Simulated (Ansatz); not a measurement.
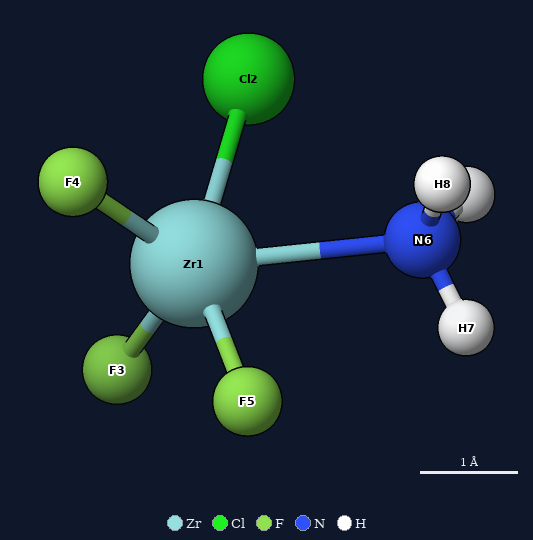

The input geometry (ball-and-stick view, seen at a tilt; atoms are numbered from 1 in the order of the input). Sticks mark near contacts. Bond lengths as drawn: Cl–Zr 2.44 Å, F–Zr 1.91 to 1.95 Å, H–N 1.03 Å and N–Zr 2.40 Å.

**ZrNH3ClF3: frequency calculation**

- system: ZrNH3ClF3
- method: RKS PBE/def2-SVP (Ansatz 0.2.0)

It belongs to a series of runs on one base structure; here: vibrations at the highest image of the band. Figures and captions count atoms from 1; the log counts them from 0 in places.

### Input
```yaml
crystal:
  periodic: [false, false, false]
  atoms:
    - { symbol: Zr, position_ang: [-0.208044, 0.310872, 0.060869] }
    - { symbol: Cl, position_ang: [0.229964, 0.953669, 2.377409] }
    - { symbol: F, position_ang: [1.341739, -0.769421, -0.219785] }
    - { symbol: F, position_ang: [-0.108696, 2.038089, -0.747331] }
    - { symbol: F, position_ang: [-1.353815, -0.541959, -1.260404] }
    - { symbol: "N", position_ang: [-2.176862, -0.422077, 1.228323] }
    - { symbol: H, position_ang: [-2.576739, -1.266568, 0.793094] }
    - { symbol: H, position_ang: [-2.916593, 0.296299, 1.191207] }
    - { symbol: H, position_ang: [-2.002857, -0.598901, 2.228518] }
basis:
  gaussian: { orbitals: def2-SVP }
hamiltonian:
  xc: pbe
phonons: {}
```

Run as:
```bash
ansatz run input.yaml --threads 4 --pin off --max-ram 5120MiB --backend cpu --events-out ev --progress --plain --runs-dir out
```

### Log
```
Engine: ansatz 0.2.0, x86_64-unknown-linux-gnu
Functional definition: PBE
  parameter kappa = 0.804
  parameter beta = 0.06672455060314922
  exchange = pbe_x(kappa = kappa, mu = beta*pi^2/3)
  correlation = pbe_c(beta = beta)
1263 factors; their error is unknown
mean field evaluation 1: about -23466.3038 eV, gradient 7.9e1 eV
mean field evaluation 2: about -23383.9260 eV, gradient 2.3e2 eV
mean field evaluation 4: about -23476.4789 eV, gradient 1.8e1 eV
mean field evaluation 8: about -23477.0345 eV, gradient 1.2e-1 eV
mean field evaluation 16: about -23476.9739 eV, gradient 2.6e-3 eV
mean field -23476.97391114 eV, -862.7628779699 hartree, gradient 1.6e-5 eV, S^2 0.000000; 0 other end points of the search recorded, 0 dependent functions left out
the calculation of the forces begins
reference -23476.97399243 eV, -862.7628809574 hartree; 33, 33 occupied and 87, 87 virtual orbitals, 1263 factors
these checks for a lower state are left out or cut short: stability, starts, cluster_reference, orbital_swaps, neighbouring_geometries, increment
1263 factors; their error is unknown
mean field -23476.97383453 eV, -862.7628751546 hartree, gradient 2.4e-6 eV, S^2 0.000000; 0 other end points of the search recorded, 0 dependent functions left out
[... from here on the field's lines of each further geometry are left out, up to the last ...]
the calculation of the forces begins
reference -23476.97386493 eV, -862.7628762717 hartree; 33, 33 occupied and 87, 87 virtual orbitals, 1263 factors
these checks for a lower state are left out or cut short: stability, starts, cluster_reference, orbital_swaps, neighbouring_geometries, increment
1263 factors; their error is unknown
mean field -23476.97379450 eV, -862.7628736836 hartree, gradient 9.5e-7 eV, S^2 0.000000; 0 other end points of the search recorded, 0 dependent functions left out
the calculation of the forces begins
reference -23476.97387580 eV, -862.7628766713 hartree; 33, 33 occupied and 87, 87 virtual orbitals, 1263 factors
WARN: phonons: modes at or below zero, which the zero-point energy, F, S and C_V leave out: 1, the lowest at -41.97 cm⁻¹. A minimum has none, and a first-order saddle one
Total energy: -23476.97399243 eV, -862.7628809574 hartree
Atom 0 at    -0.208044     0.310872     0.060869 Å, force     0.012296    -0.003222     0.012818 eV/Å
Atom 1 at     0.229964     0.953669     2.377409 Å, force    -0.001786    -0.001786    -0.014188 eV/Å
Atom 2 at     1.341739    -0.769421    -0.219785 Å, force    -0.008666     0.006681     0.000962 eV/Å
Atom 3 at    -0.108696     2.038089    -0.747331 Å, force     0.001222    -0.000605     0.002992 eV/Å
Atom 4 at    -1.353815    -0.541959    -1.260404 Å, force    -0.000155     0.000786     0.000285 eV/Å
Atom 5 at    -2.176862    -0.422077     1.228323 Å, force    -0.001835     0.011868     0.011689 eV/Å
Atom 6 at    -2.576739    -1.266568     0.793094 Å, force    -0.011009    -0.001676    -0.001085 eV/Å
Atom 7 at    -2.916593     0.296299     1.191207 Å, force    -0.000235    -0.009945    -0.011054 eV/Å
Atom 8 at    -2.002857    -0.598901     2.228518 Å, force     0.010168    -0.002100    -0.002419 eV/Å
Dipole moment:    -1.068028    -0.419462     0.415761 e Å
Vibrations: -41.97 47.77 128.52 131.30 170.59 176.82 183.42 215.66 310.23 362.41 535.24 585.56 641.44 662.07 682.54 1159.84 1555.15 1580.03 3366.59 3481.60 3499.02 cm⁻¹, zero-point energy 1.207346 eV
```

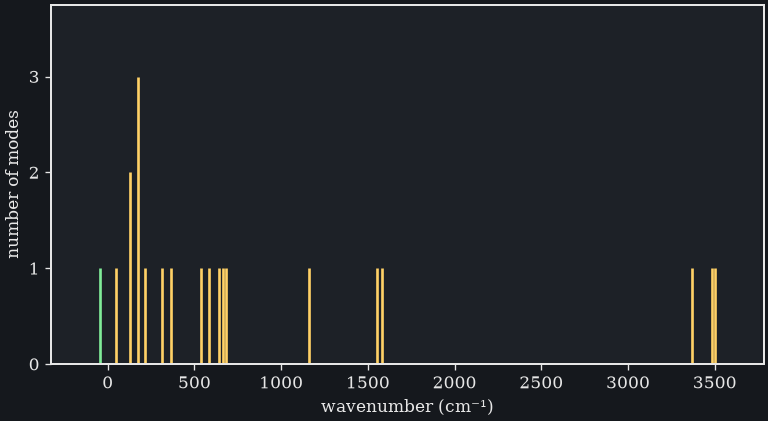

Harmonic vibrational wavenumbers from the force constants; neighbouring modes closer than 16 cm⁻¹ are counted in one stick, and imaginary ones are drawn at negative wavenumbers. 21 modes from 42i to 3499 cm⁻¹, 1 imaginary beyond 8i (42i cm⁻¹): not a clean minimum; so soft a mode can be a shallow saddle, an incomplete relaxation or noise of the force constants.

### Key numbers

| quantity | value |
| --- | --- |
| outcome | converged |
| total energy | −23476.9740 eV |
| mean-field energy | −23476.9740 eV |
| largest force (length of the vector) | 0.018 eV/Å |
| hardware | 4 threads of INTEL XEON PLATINUM @ 2.10GHz (Emerald Rapids), 24 GiB of memory available, shared host |
| wall time | 34 s (CPU time 2 min) |
| peak memory | 0.18 GiB |
